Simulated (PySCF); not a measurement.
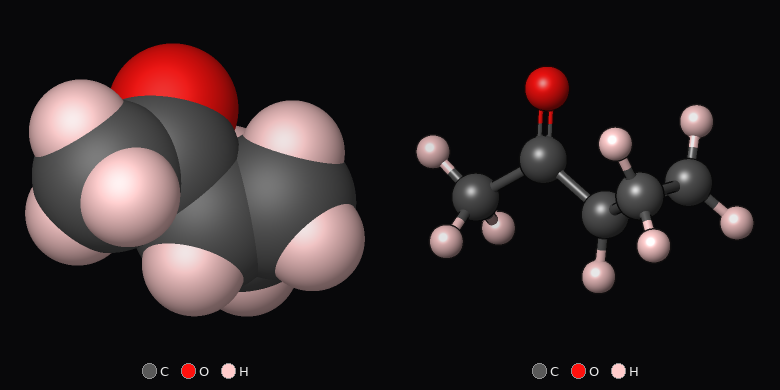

The same structure drawn twice, from different directions.

What does the picture show?

Formula C5H8O. Its SMILES string is `CC(=O)C1CC1`. Independent rings (smallest set): 1 of 3 members. Among its groups: ketone. Coordination, clear cases only: 1 C tetrahedral; 1 C trigonal planar.

The parts below concern this one geometry. Atoms keep their numbers from picture to picture. The geometry was computed by an optimisation with PBE0-D3(BJ)/def2-TZVP. No frequency run is at hand to confirm it as a minimum.

### Dipole moment

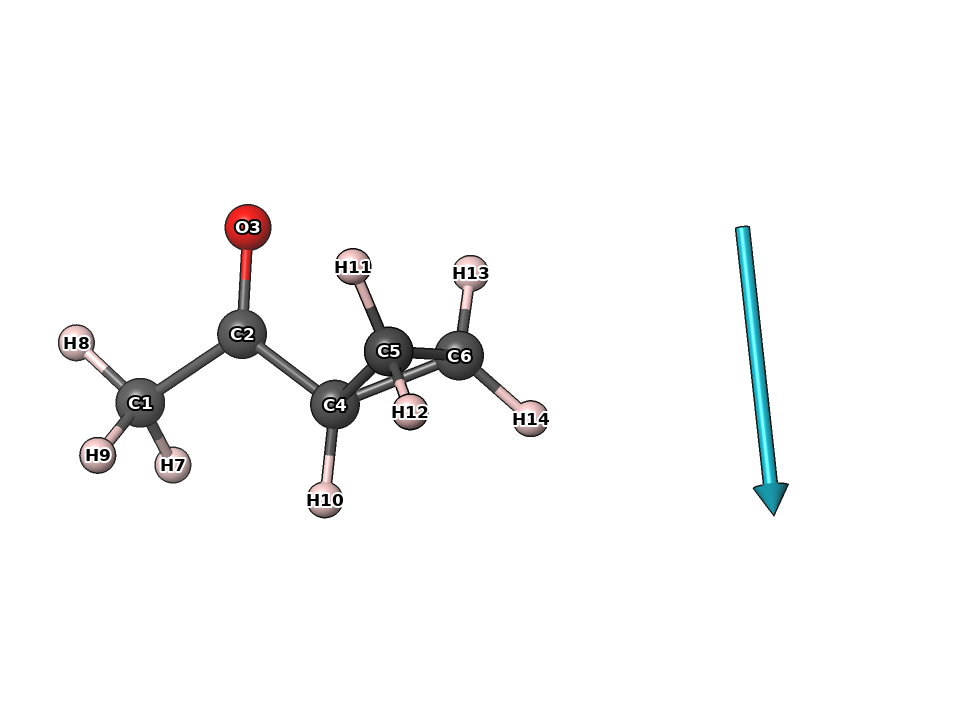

The arrow beside the molecule shows the direction of the dipole moment, from the negative to the positive end (its length means nothing). No frequency run is at hand to confirm it as a minimum. Level of theory: KT3/pcSseg-2, gas phase (PySCF 2.14.0).

**Estimate the dipole moment.**

2.82 D; it points from the side of O3 to the side of H10 (the outermost atoms at the two ends).

### Charges

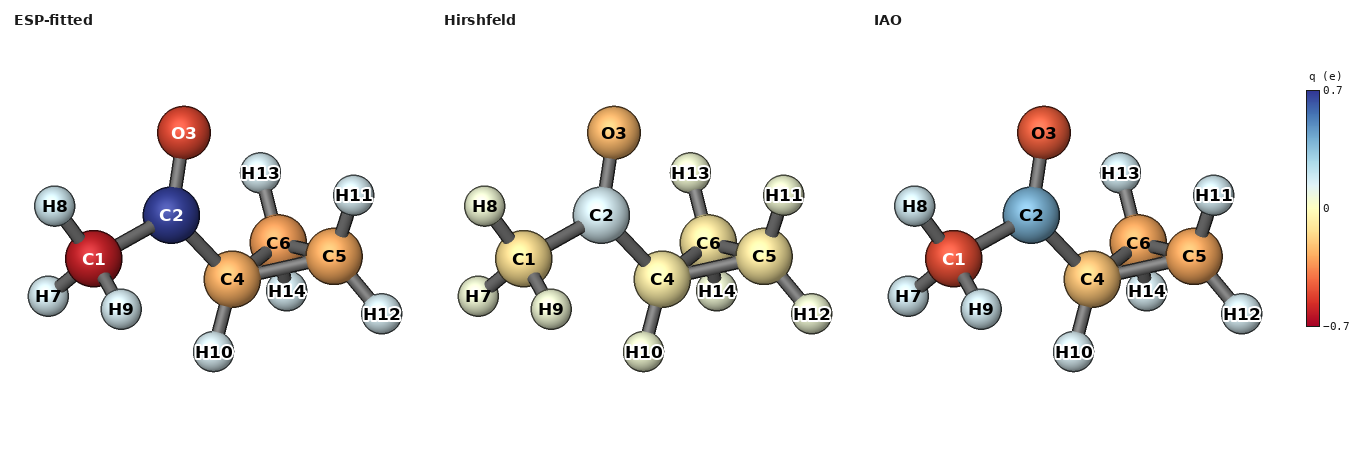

Atomic charges of one calculation by 3 schemes, on one colour scale. No frequency run is at hand to confirm it as a minimum. Computed with PBE0/pcSseg-2 (PySCF 2.14.0).

**On which atom do the schemes disagree most?**

On C2 (from 0.16 to 0.68 e).

List the charges (e), one line for each set of equivalent atoms.

```json
{"atom": "C1", "ESP-fitted": "−0.60", "Hirshfeld": "−0.13", "IAO": "−0.49"}
{"atom": "C2", "ESP-fitted": "0.68", "Hirshfeld": "0.16", "IAO": "0.40"}
{"atom": "O3", "ESP-fitted": "−0.50", "Hirshfeld": "−0.24", "IAO": "−0.45"}
{"atom": "C4", "ESP-fitted": "−0.27", "Hirshfeld": "−0.06", "IAO": "−0.21"}
{"atom": "C5", "ESP-fitted": "−0.28", "Hirshfeld": "−0.08", "IAO": "−0.28"}
{"atom": "C6", "ESP-fitted": "−0.30", "Hirshfeld": "−0.09", "IAO": "−0.28"}
{"atom": "H7", "ESP-fitted": "0.16", "Hirshfeld": "0.06", "IAO": "0.17"}
{"atom": "H8", "ESP-fitted": "0.18", "Hirshfeld": "0.06", "IAO": "0.17"}
{"atom": "H9", "ESP-fitted": "0.16", "Hirshfeld": "0.06", "IAO": "0.16"}
{"atom": "H10", "ESP-fitted": "0.15", "Hirshfeld": "0.05", "IAO": "0.15"}
{"atom": "H11", "ESP-fitted": "0.16", "Hirshfeld": "0.05", "IAO": "0.17"}
{"atom": "H12", "ESP-fitted": "0.15", "Hirshfeld": "0.06", "IAO": "0.16"}
{"atom": "H13", "ESP-fitted": "0.16", "Hirshfeld": "0.05", "IAO": "0.17"}
{"atom": "H14", "ESP-fitted": "0.16", "Hirshfeld": "0.06", "IAO": "0.16"}
```

### Excitation

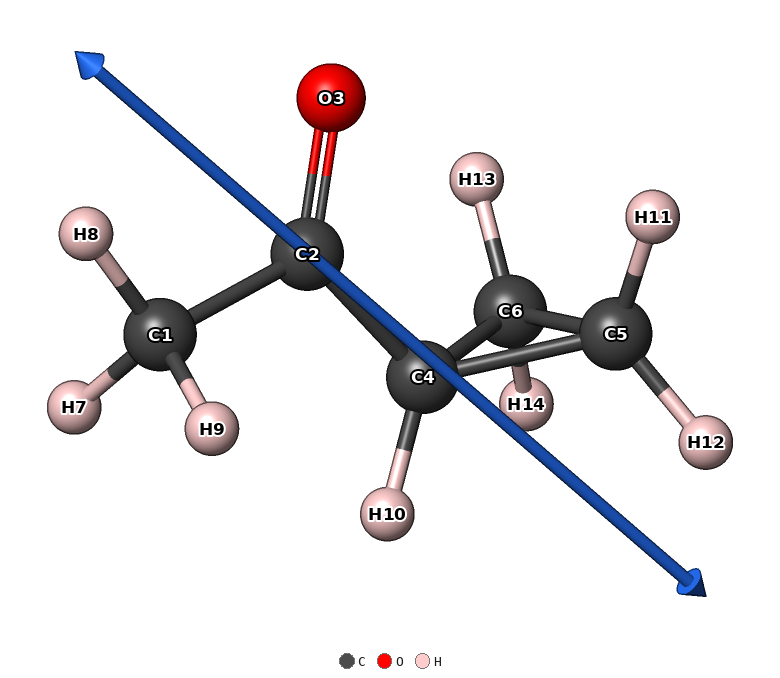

The double arrow shows the direction of the transition dipole to excited singlet state 6 (its length means nothing). No frequency run is at hand to confirm it as a minimum. Level of theory: TDDFT CAM-B3LYP/aug-cc-pVTZ, vertical, gas phase, core orbitals frozen in the response (PySCF 2.14.0).

**How is the transition polarised?**

Nearly parallel to the C2–C4 bond.

**Where does the transition lie, and how strong is it?**

7.41 eV (167 nm), oscillator strength 0.079, of mixed character, with the largest part HOMO → LUMO+1 (weight 0.34); transition dipole 1.67 D.
